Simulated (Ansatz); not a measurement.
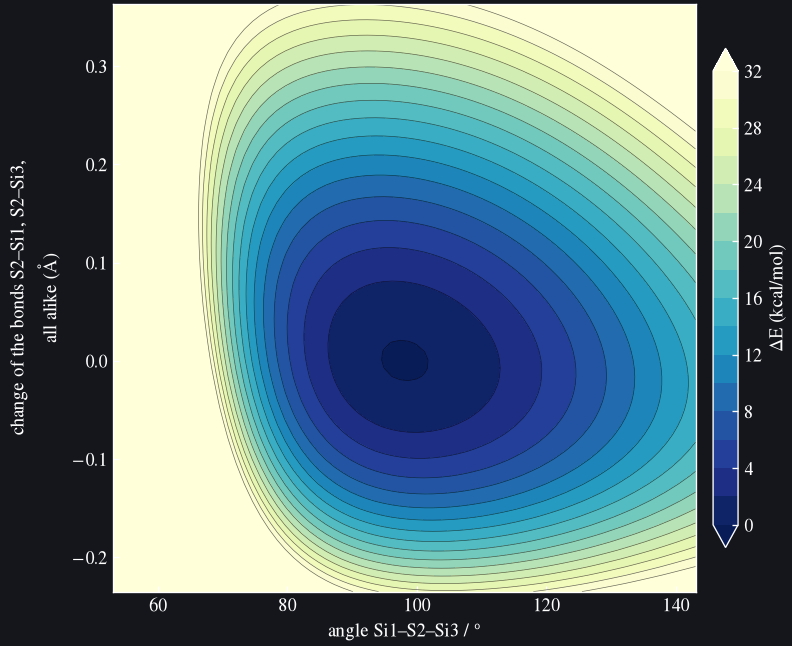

Energy landscape of H₆SSi₂, SMILES [SiH3]S[SiH3]. Coordinates scanned: (1) angle Si1–S2–Si3; (2) change of the bonds S2–Si1, S2–Si3, all alike. Nothing is relaxed (all other coordinates rigid). The scan uses a 15 × 15 grid. Points are written as (first, second). Energies: kcal/mol, counted from the lowest grid point. These are results of Ansatz 0.2.0, RKS PBE0-D4/def2-TZVP, not measurements.

In the figure: filled contours, one colour for all values above the top of the scale. Between grid points the surface is interpolated. 

Question: Where are the wells?

Answer: The lowest grid point is at (98.1°, 0.021 Å). It is the only kind of minimum in the scanned range. The highest grid point, (53.1°, −0.235 Å), lies 363 kcal/mol above the lowest. Round the minimum the two coordinates are weakly coupled (coupling 0.13 in units of the two stiffnesses).

The values on the grid:

```csv
"second ↓, first →",53.1,59.5,65.9,72.4,78.8,85.2,91.7,98.1,104.5,110.9,117.4,123.8,130.2,136.7,143.1
0.363,108,63,44,36,32,30,30,30,31,33,35,38,41,44,48
0.321,111,62,40,31,27,25,25,25,26,27,30,32,35,39,42
0.278,116,61,37,27,22,20,19,20,21,22,24,27,30,33,37
0.235,122,62,35,23,18,16,15,15,16,17,19,22,25,28,32
0.192,130,64,34,20,14,11,10,10,11,13,15,17,21,24,28
0.150,140,67,33,18,11,8,7,7,7,9,11,14,17,20,23
0.107,152,71,34,17,9,5,4,4,4,6,8,10,13,16,20
0.064,166,78,36,16,7,3,2,1,2,3,5,8,11,14,17
0.021,183,86,40,18,7,2,0,0,1,2,4,6,9,12,15
−0.021,202,97,45,20,8,3,1,0,0,2,3,6,8,11,15
−0.064,226,110,53,25,11,5,2,2,2,3,5,7,9,12,15
−0.107,253,127,63,32,16,9,6,5,5,6,7,9,12,15,18
−0.150,285,147,76,41,24,16,12,10,10,11,12,14,17,19,22
−0.192,320,170,93,53,34,24,20,18,18,18,20,21,24,26,28
−0.235,363,199,114,69,47,36,31,29,28,29,30,31,33,36,38
```

The input of one point:

```yaml
crystal:
  periodic: [false, false, false]
  atoms:
    - { symbol: Si, position_ang: [-0.747304, 1.093893, -0.937383] }
    - { symbol: S, position_ang: [1.267574, 0.399286, -0.600698] }
    - { symbol: Si, position_ang: [0.829595, -1.083959, 0.903871] }
    - { symbol: H, position_ang: [-1.61485, -0.01404, -1.412859] }
    - { symbol: H, position_ang: [-0.654347, 2.149096, -1.974306] }
    - { symbol: H, position_ang: [-1.328183, 1.653734, 0.309783] }
    - { symbol: H, position_ang: [2.128054, -1.696642, 1.272555] }
    - { symbol: H, position_ang: [-0.090913, -2.120562, 0.3706] }
    - { symbol: H, position_ang: [0.203917, -0.457638, 2.096551] }
basis:
  gaussian: { orbitals: def2-TZVP }
hamiltonian:
  xc: pbe0
  dispersion: d4
output:
  forces: true
```

Time for the 225 points that were run: 23 min on 1 thread of Arm Neoverse V2 (shared host).
